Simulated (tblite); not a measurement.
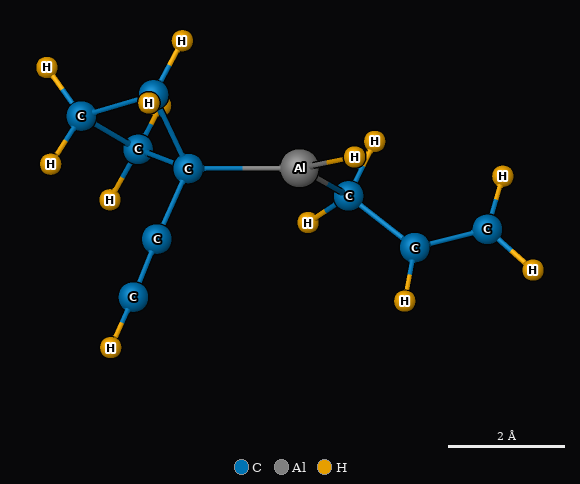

Starting structure of C9H13Al. The picture is a ball-and-stick view, seen at a tilt.

These are results of GFN2-xTB geometry optimisation, gas phase in tblite 0.8.0, not measurements.

```xyz
23

C    -2.2600   -2.2777   -0.8477
C    -1.8000   -1.2862   -0.3334
C    -1.2042   -0.1192    0.3308
Al    0.7147   -0.2266    0.6904
C     2.1218    0.5130   -0.4821
C     3.1805   -0.5247   -0.6030
C     4.4437   -0.2957   -0.2189
C    -1.6543    1.1226   -0.4364
C    -2.9703    0.9604    0.3382
C    -2.0931    0.4171    1.4688
H    -2.6997   -3.1357   -1.3047
H     1.1708   -1.1778    1.9113
H     1.7434    0.8365   -1.4706
H     2.5924    1.3651    0.0786
H     2.9371   -1.4908   -1.0040
H     4.7731    0.6424    0.2116
H     5.1636   -1.1135   -0.3276
H    -1.1376    2.0471   -0.1953
H    -1.8713    0.9550   -1.5119
H    -3.4918    1.8977    0.5494
H    -3.5470    0.1485   -0.1226
H    -2.5108   -0.4295    2.0176
H    -1.6059    1.1992    2.0901
```

Q: What does the optimiser find from here?

A: After 234 geometry steps the energy has fallen by 21.1 kcal/mol. The atom that moves furthest after the best rigid fit is H20 (2.69 Å). Largest moves by element: H 2.69 Å, C 1.32 Å, Al 0.37 Å. Some distances before and after: Al4–C9 3.887 → 2.978 Å, C3–Al4 1.955 → 2.024 Å, Al4–H12 1.614 → 1.547 Å, Al4–C5 1.975 → 2.011 Å. Bond angles that change, for instance: Al4–C3–C10 116.7° → 100.5°, Al4–C3–C8 115.2° → 101.7°, Al4–C5–C6 107.1° → 96.0°. Groups turn about C3–C10 by about 60°, C3–C8 by about 60°, C8–C9 by about 60°.

Final geometry:

```xyz
23

C    -2.4964   -2.5504   -1.1702
C    -1.9603   -1.6194   -0.6359
C    -1.3581   -0.4815   -0.0044
Al    0.6153   -0.1814    0.3335
C     1.9326    0.3917   -1.0740
C     3.0898   -0.3602   -0.5188
C     3.8540    0.0668    0.4812
C    -1.7985    0.9077   -0.5534
C    -1.8496    1.3926    0.8932
C    -1.9471   -0.0555    1.3685
H    -2.9335   -3.3818   -1.6373
H     1.0795   -0.3420    1.8001
H     1.7136    0.0883   -2.1023
H     2.1400    1.4676   -1.0754
H     3.2678   -1.3442   -0.9405
H     3.7162    1.0465    0.9113
H     4.6713   -0.5182    0.8665
H    -1.1000    1.4242   -1.2230
H    -2.7821    0.8768   -1.0212
H    -0.8818    1.8257    1.1881
H    -2.6472    2.0779    1.1739
H    -2.9740   -0.3892    1.5121
H    -1.3564   -0.3146    2.2567
```

After the run, drawn alike:

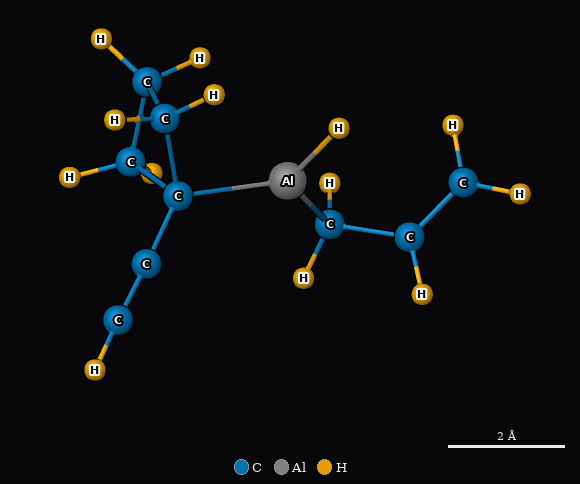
